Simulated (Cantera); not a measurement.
Feed: 1 mol Pb, 1.2 mol H2S, a varied amount of H2, held at 1173 K and 3.90 bar.

Method: chemical equilibrium by Gibbs-energy minimisation in Cantera with the NASA 1993 tables (ideal gas, pure condensed phases). Candidate condensed phases: Pb, PbS, S; 10 gas species. Mutual solubility and eutectic melting of coexisting phases are not modelled. Rates play no part.

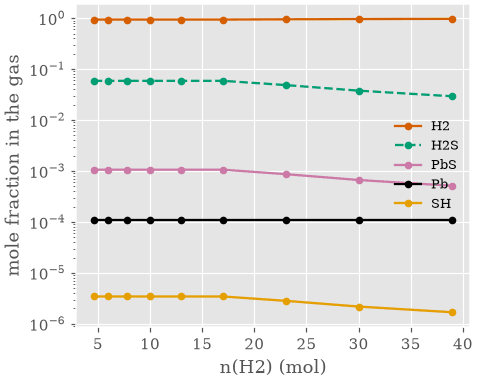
Figure: Equilibrium gas composition (values under 1e-9 drawn at 1e-9)

### Question
Read off the mole fractions at 30 mol H2.

### Answer
H2 about 0.96, H2S about 0.038, PbS about 0.00067, Pb about 0.00011, SH about 2.2e-6.
